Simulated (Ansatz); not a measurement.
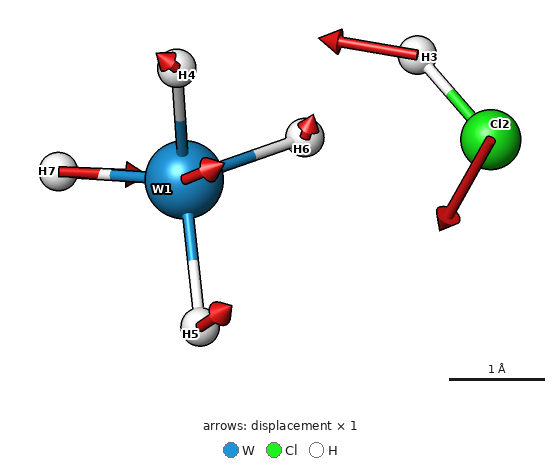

This is a relaxation of WH5Cl. The starting structure is drawn; red arrows show the displacements, at their true length. The two geometries are superimposed by the best rigid fit.

The picture is a ball-and-stick view, seen at a tilt.

The run prepares an end point of a later path (reaction) calculation, from a guessed geometry.

Method: Ansatz, RKS PBE0-D4/def2-SVP. (no spin polarisation; force threshold 0.03 eV/Å; at most 50 steps)

What happened in the run?

Answer. The atom that moves furthest after the best rigid fit is Cl2 (1.38 Å). By element the largest moves are Cl 1.38 Å, H 1.10 Å, W 0.60 Å. Among the contacts that change: W1–H3 2.918 → 1.653 Å, W1–Cl2 3.585 → 2.383 Å, Cl2–H3 1.334 → 2.409 Å, W1–H6 1.699 → 1.654 Å. New bonds form, among them: W1–Cl2 (3.58 → 2.38 Å), W1–H3 (2.92 → 1.65 Å). Bonds break, among them: Cl2–H3 (1.33 → 2.41 Å). Among the angles between lasting bonds that change: H6–W1–H7 100.7° → 67.4°, H5–W1–H6 114.1° → 127.3°, H4–W1–H6 107.1° → 118.7°. The energy falls by 2.140 eV in 14 geometry steps. Largest force component: 1.1 eV/Å at the start, 0.016 eV/Å at the end.

Limits of the set-up: the start holds two separate molecules, 2.4 Å apart at their closest, whose relative position is a soft coordinate.
